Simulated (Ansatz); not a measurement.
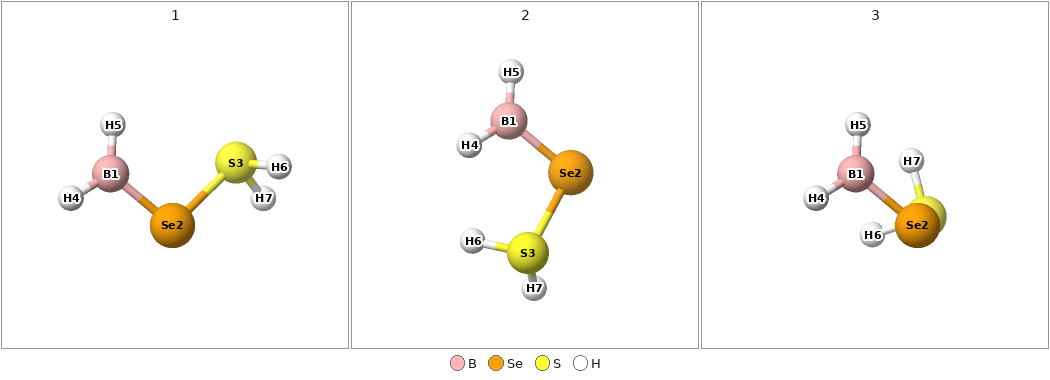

BH₄SSe, SMILES B[Se][SH2+], charge +1. The first coordinate is: dihedral B1–Se2–S3–H6; the second: dihedral H4–B1–Se2–S3. Nothing is relaxed (all other coordinates rigid). Grid: 12 × 12 points. Points are written as (first, second). Energies are in kJ/mol, from the lowest grid point. Level of theory: RKS PBE-D4/def2-TZVP (Ansatz 0.2.0).

The numbered pictures are structures from this grid.

> Rank them by energy, lowest first.

1, at (120°, −180°): 0 kJ/mol; 2, at (30°, 0°): 19 kJ/mol; 3, at (−60°, 120°): 81 kJ/mol.

The map, with the structures marked:

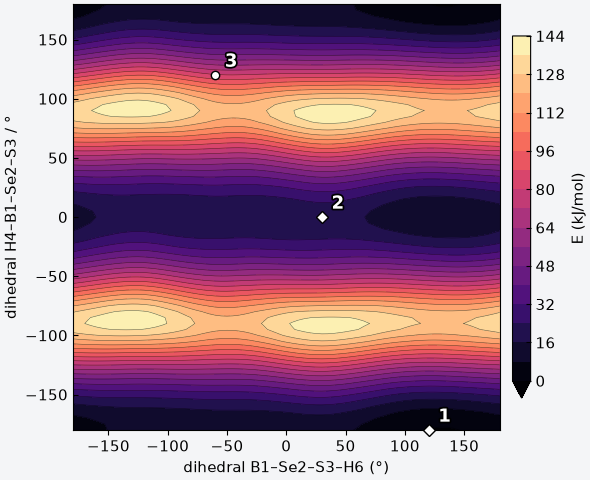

The picture shows filled contours. Between grid points the surface is interpolated.
